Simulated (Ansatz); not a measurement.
SrCoO3: x(Cu) = 0.5, 10 atoms, P4/mmm (arrangement A)

The reference is SrCoO₃ in the cubic perovskite structure (space group Pm-3m, No. 221; a = 3.769 Å; ferromagnetic).

The other end (x = 1) is SrCuO3 in the cubic perovskite structure (space group Pm-3m, No. 221; a model cell, its experimental status unchecked): 11.13 Å³/atom, gap zero; this end may not be an ambient phase.

The change: Cu replaces 50.0 % of the Co, ordered in a cell of 10 atoms (starting symmetry P4/mmm) and fully relaxed.

Level of theory: PBEsol (Ansatz, an electronic-structure program; PAW; 420 eV plane waves; no SOC). k-mesh 9×9×12 (Γ-centred); smearing 0.05 eV (Fermi–Dirac), for the changed cell.

The volume per atom grows by 0.28 Å³ to 10.99 Å³ and the density drops by 0.08 g/cm³, from 6.03 g/cm³ to 5.95 g/cm³. The shortest interatomic distance drops by 0.039 Å (1.885 Å → 1.846 Å) and the band gap remains zero. The magnetic state remains ferromagnetic and the largest site moment remains 1.69 μB. The mixing energy is -0.01 eV/atom (to 0.01 eV only: unlike meshes or grids) (against an end that may be hypothetical) and the deviation of the volume from the linear (Vegard-type) interpolation is +0.7 %.

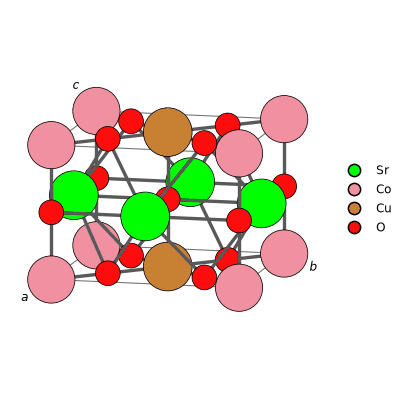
Figure: The relaxed conventional cell after the change

These are small ordered cells, not random alloys; other orderings at the same x differ. Whether these cells are dynamically stable was not tested. No Hubbard U is applied and the magnetic state is the run's own (Sr2CoCuO6 ferromagnetic; SrCoO3 ferromagnetic; SrCuO3 not spin-polarised); other magnetic orders, which need larger cells, were not tried and can change the gap. Spin-polarised in the final run: Sr2CoCuO6 and base; the other runs are not. An odd electron count without spin: SrCuO3. Many cubic perovskites are stable only at high temperature; tilts and polar distortions were not tested.
